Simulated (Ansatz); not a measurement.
# Pressure series in MoTe2

The parent structure is MoTe2 (space group P6_3/mmc, No. 194; a = 3.4966 Å, c = 13.6959 Å; layered, stacked along the Cartesian z axis).

Cell and atoms are relaxed at each pressure.

The values are results of PBE-D3(BJ), PAW, 420 eV (Ansatz, a program for electronic structure; no spin-orbit coupling), not measurements.

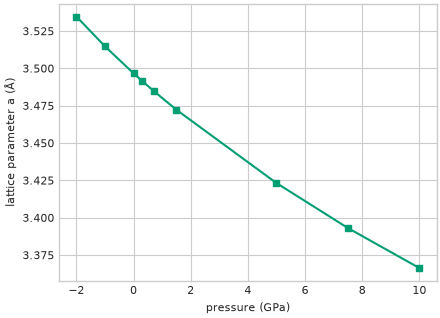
Lattice parameter a against pressure

Q: From the plot, what is the lattice parameter a for pressure −2 GPa?

A: About 3.53 Å.

Q: Is the trend monotonic over the range shown?

A: Yes, it falls throughout, spanning 3.366 Å to 3.535 Å.

The mesh was chosen for an insulator and is coarse for the gapless case. Load acts through the strain it causes; cell and atoms are relaxed under it. Stability against distortions was not tested. Competing high-pressure phases were not computed. The final runs are not spin-polarised. The D3 term's C6 switches between coordination references near this geometry, which can add small steps to energies.
